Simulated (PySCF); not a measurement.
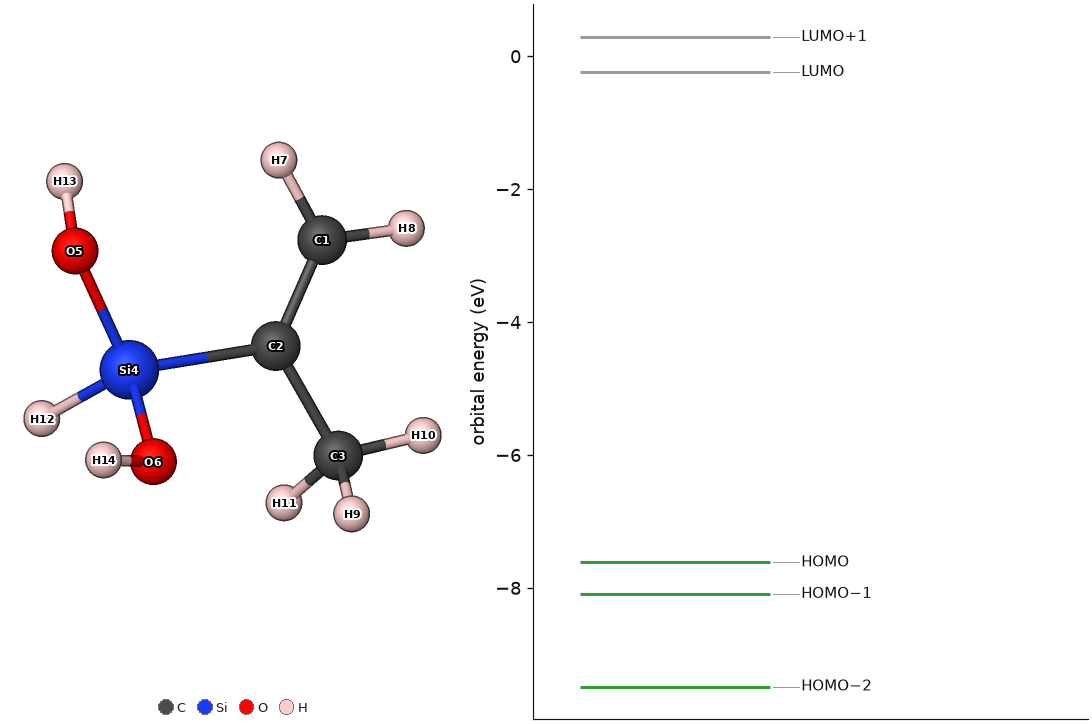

C₃H₈O₂Si, SMILES C=C(C)[SiH](O)O. Kohn-Sham orbital energies near the frontier, PBE0/def2-SVPD with PySCF 2.14.0, at a GFN2-xTB geometry (no frequency check), isolated molecule; empty levels in grey, levels within 0.03 eV side by side.

> Where do the frontier orbitals lie?

HOMO at −7.62 eV, LUMO at −0.24 eV, 7.38 eV apart.

> On which atoms do HOMO and LUMO mostly sit?

HOMO: C1 38 %, C2 35 %, C3 9 %. LUMO: C1 29 %, C2 27 %, Si4 13 % (Löwdin shares).

> List the levels with the atoms that carry most of them (a dash for levels above zero or within 0.03 eV of another, where shares mean little).

```csv
orbital,energy (eV),Löwdin shares
LUMO+1,0.29,–
LUMO,−0.24,"C1 29 %, C2 27 %, Si4 13 %"
HOMO,−7.62,"C1 38 %, C2 35 %, C3 9 %"
HOMO−1,−8.09,"C2 21 %, Si4 19 %, H12 14 %"
HOMO−2,−9.49,"O6 47 %, O5 19 %, Si4 11 %"
```

Known limits of this run: the tight-binding geometry is rougher than a DFT one and adds to the error; one conformer of a flexible molecule; empty levels above zero depend strongly on the basis.
